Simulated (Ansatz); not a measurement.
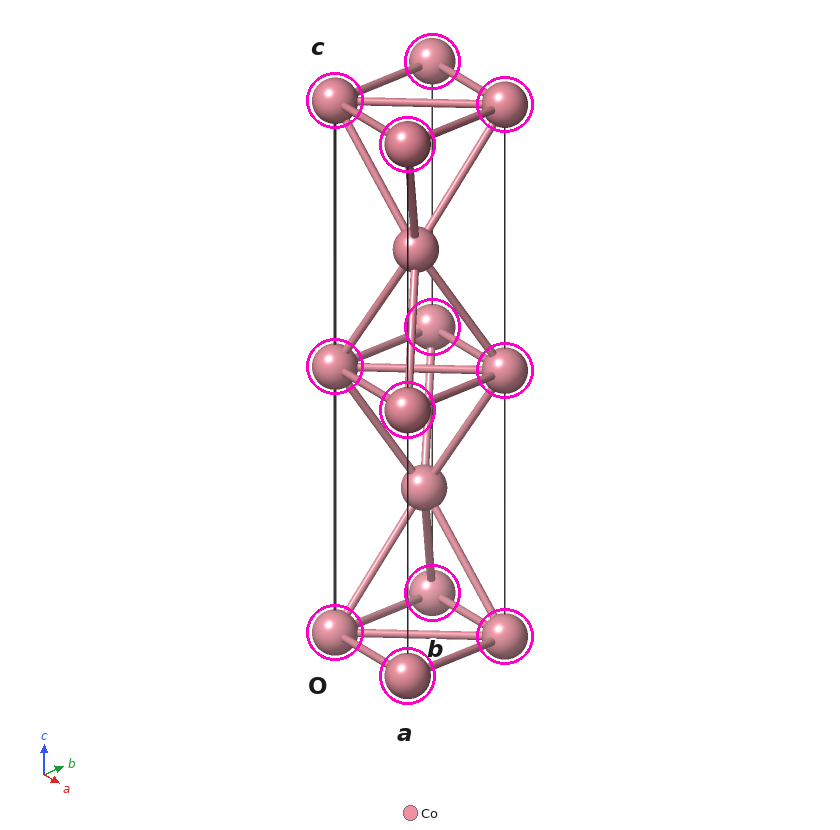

One unit cell; the ringed atoms, with their copies on corners, edges and faces, form one crystallographic orbit. Crystal: Co, the geometry relaxed with DFT, LDA (PW92), plane waves (420 eV) with PAW, scalar-relativistic in Ansatz 0.2.0; the starting structure was generated, so it need not be a known form of this composition. Symmetry computed with spglib at a tolerance of 0.002 Å; standard conventional cell.

a = 2.390 Å, b = 2.390 Å, c = 7.781 Å, α = 90.00°, β = 90.00°, γ = 120.00°; space group No. 194, P6₃/mmc.

Q: Which Wyckoff position do the ringed atoms fill?

A: Co on 2a, site symmetry -3m.: 24 operations a cell over 12 that keep the site give 2 atoms, with 0 free parameters.

Q: List their coordinates.

A: (0, 0, 0); (0, 0, 1/2).
